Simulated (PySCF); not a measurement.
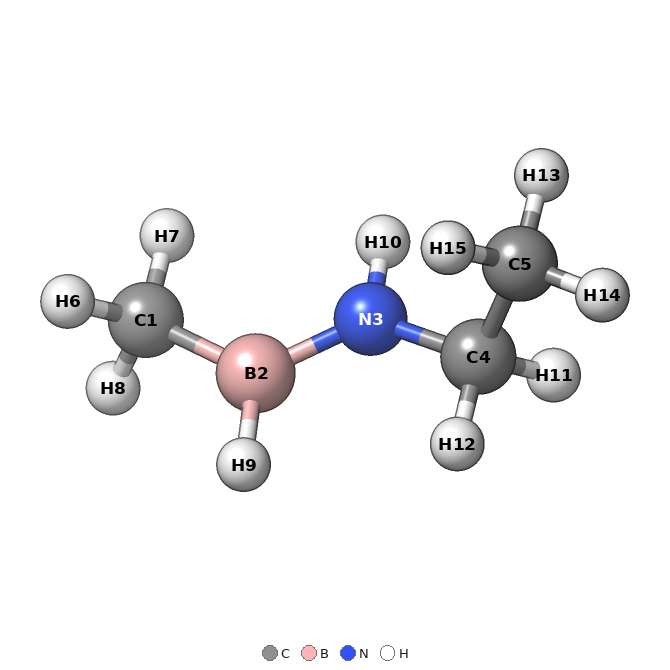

The geometry was computed by an optimisation with PBE0-D3(BJ)/def2-SVP. No frequency run is at hand to confirm it as a minimum. Level of theory: delta-SCF UKS SCAN, pcX-2 on the ionised atom, pcseg-1 elsewhere, spin-free X2C (PySCF 2.14.0).

Give the core-electron binding energies (to vacuum) of C1 1s, B2 1s, N3 1s, C4 1s, C5 1s.

```json
{"atom": "C1", "level": "1s", "binding energy (eV)": "289.8"}
{"atom": "B2", "level": "1s", "binding energy (eV)": "195.0"}
{"atom": "N3", "level": "1s", "binding energy (eV)": "404.8"}
{"atom": "C4", "level": "1s", "binding energy (eV)": "291.6"}
{"atom": "C5", "level": "1s", "binding energy (eV)": "290.7"}
```
